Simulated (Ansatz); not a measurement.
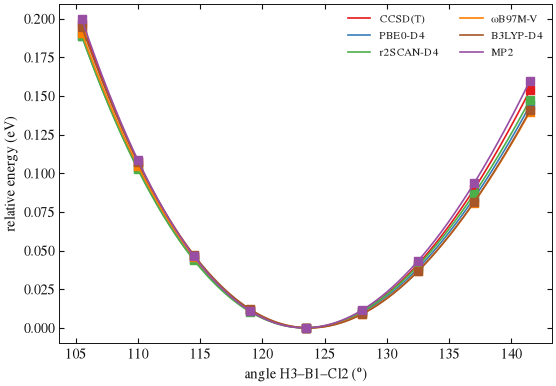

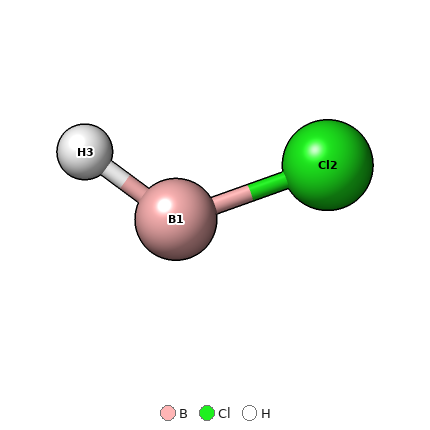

Rigid scan of the bend H3–B1–Cl2 in BHCl, SMILES [BH]Cl, doublet. The Ansatz code, def2-TZVPP, cores frozen in correlated methods. A bend is scanned from the minimum (PBE0-D4/def2-TZVP); energies less that of the minimum at the same level; the first-named atom and what hangs on it turn in the plane. Splines pass through the computed points, which are marked.

How far can the coupled-cluster curve be trusted along the scan?

Answer. The calculation's T1 diagnostic reaches at most 0.017 (at 106°), under the customary mark of 0.045, so it gives no sign of multireference character.

Which curve follows CCSD(T) best, and which worst?

Answer. Best MP2, worst ωB97M-V; largest departures: MP2 0.006, r2SCAN-D4 0.008, PBE0-D4 0.010, B3LYP-D4 0.013, ωB97M-V 0.014 eV. CCSD(T) is in the same finite basis, not at its limit.

Give the values at the computed points.

Answer. In eV:
| angle H3–B1–Cl2 (°) | CCSD(T) | PBE0-D4 | r2SCAN-D4 | ωB97M-V | B3LYP-D4 | MP2 |
| --- | --- | --- | --- | --- | --- | --- |
| 106 | 0.197 | 0.189 | 0.189 | 0.191 | 0.195 | 0.199 |
| 110 | 0.107 | 0.103 | 0.102 | 0.105 | 0.107 | 0.108 |
| 115 | 0.046 | 0.045 | 0.044 | 0.046 | 0.047 | 0.046 |
| 119 | 0.011 | 0.011 | 0.010 | 0.012 | 0.012 | 0.011 |
| 124 | 0.000 | 0.000 | 0.000 | 0.000 | 0.000 | 0.000 |
| 128 | 0.011 | 0.010 | 0.011 | 0.009 | 0.009 | 0.011 |
| 133 | 0.041 | 0.038 | 0.040 | 0.037 | 0.037 | 0.043 |
| 137 | 0.090 | 0.084 | 0.086 | 0.081 | 0.081 | 0.093 |
| 142 | 0.154 | 0.144 | 0.147 | 0.140 | 0.141 | 0.160 |
